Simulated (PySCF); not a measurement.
C2H5O, doublet, SMILES `[CH2]OC`.

PySCF calculation, LDA (SVWN)/def2-TZVP, gas phase; geometry: GFN2-xTB. No frequency check shows the geometry to be a minimum. The stability of the open-shell solution wasn't checked. GFN2-xTB doesn't know the spin state, so this open-shell geometry is rough.

Input script:

```python
import numpy as np
from pyscf import gto, scf, dft
from pyscf.scf import atom_ks, atom_hf
from scipy.linalg import block_diag

def solve(mol, dm0=None, hcore=None):
    mf = (dft.UKS if mol.spin else dft.RKS)(mol, xc='svwn')
    mf.grids.level = 3
    mf = mf.density_fit(auxbasis='def2-universal-jkfit')
    mf.conv_tol, mf.max_cycle = 1e-8, 80
    if hcore is not None:
        mf.get_hcore = lambda *args: hcore
    mf.kernel(dm0)
    if not mf.converged:
        mf = mf.newton().run(mf.mo_coeff, mf.mo_occ, max_cycle=30)
    assert mf.converged, 'SCF not converged'
    return mf

mol = gto.M(atom='''
C     -1.20845     0.21976     0.06155
O     -0.07974    -0.53669    -0.02533
C      1.13166     0.16914     0.00623
H     -1.16099     1.26805    -0.17528
H     -2.11199    -0.34045    -0.06987
H      1.17852     0.91426    -0.79637
H      1.26628     0.68064     0.96643
H      1.92680    -0.56238    -0.12897
''', basis='def2-tzvp', charge=0, spin=1, verbose=4)
mf = solve(mol)
mf.analyze()
# spherically averaged free atoms, for the promolecule
atm = atom_ks.get_atm_nrks(mol, xc='svwn')
pro = block_diag(*[(atm[a[0]][2] * atm[a[0]][3]) @ atm[a[0]][2].T for a in mol._atom])
np.savez('result.npz', e=mf.e_tot, c=mf.mo_coeff, occ=mf.mo_occ, eps=mf.mo_energy, pro=pro, dip=mf.dip_moment(verbose=0), s2=mf.spin_square()[0])
```

Launched as:

```sh
OMP_NUM_THREADS=1 python input.py
```

The run took 14 s on 1 thread of Arm Neoverse V1 (shared host), peak memory 0.29 GiB.

Partitions, critical points and surface values were worked out afterwards from this run's density.

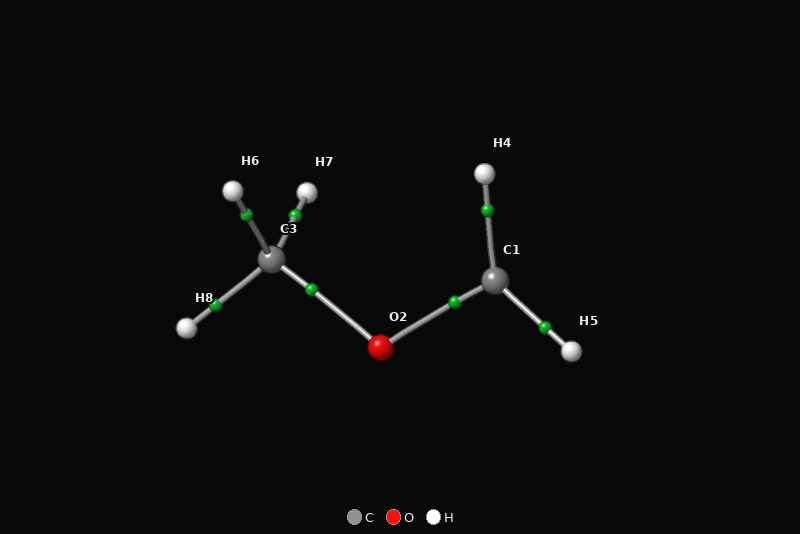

Molecular graph of the electron density (QTAIM): bond paths, bond critical points (green), ring points (magenta, if any); weak paths are dashed.

**How many critical points of each kind are there, and does the count close?**

8 nuclei, 7 bond, 0 ring and 0 cage critical points: 8 − 7 + 0 − 0 = 1, as the Poincaré–Hopf relation requires.

**What does the calculation give at each kind of bond critical point?**

```csv
bond,length (Å),ρ (a.u.),∇²ρ (a.u.),ε,H (a.u.)
C1–H5,1.071,0.288,−1.03,0.07,−0.297
C1–O2,1.362,0.286,−0.43,0.18,−0.433
C1–H4,1.076,0.283,−0.99,0.06,−0.288
C3–H8,1.089,0.280,−0.98,0.04,−0.279
C3–H7,1.096,0.275,−0.94,0.04,−0.269
C3–H6,1.096,0.274,−0.93,0.04,−0.269
O2–C3,1.402,0.265,−0.54,0.03,−0.362
```

**What kind of interaction is C3–H8?**

Shared-shell (covalent): ρ = 0.280, ∇²ρ = −0.98, H = −0.279 a.u.
